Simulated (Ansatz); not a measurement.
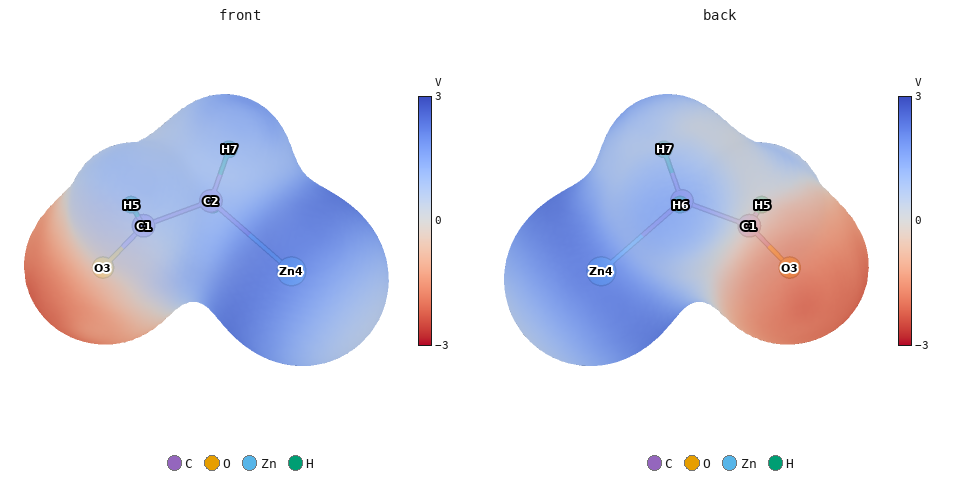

Figure. C2H3OZn (SMILES O=C[CH2][Zn]) (doublet). The molecular electrostatic potential painted on the density surface at 0.004 e/bohr³, seen from the front and from behind; the colour scale runs from red (negative) to blue (positive).

Geometry: PBE0-D3(BJ)/pcseg-1.

The calculation used isolated molecule in a Gaussian basis; Kohn-Sham density functional theory, functional PBE0 in Ansatz.

```yaml
atoms:
  - { symbol: C, position_ang: [0.8747, 1.9008, -0.8635] }
  - { symbol: C, position_ang: [0.7278, 1.0186, 0.2906] }
  - { symbol: O, position_ang: [-0.0356, 2.4715, -1.4313] }
  - { symbol: Zn, position_ang: [0.8113, 2.1634, 2.0301] }
  - { symbol: H, position_ang: [1.9285, 2.0627, -1.1992] }
  - { symbol: H, position_ang: [-0.2696, 0.5697, 0.3656] }
  - { symbol: H, position_ang: [1.5365, 0.2893, 0.4130] }
```

**Which sites attract a positive test charge, and which a negative one?**

A positive charge is drawn to the negative regions and a negative charge to the positive ones. The most negative region (about −2.1 V) lies over O3, the most positive (about +2.3 V) over Zn4. O3 is the likeliest acceptor of a hydrogen bond.
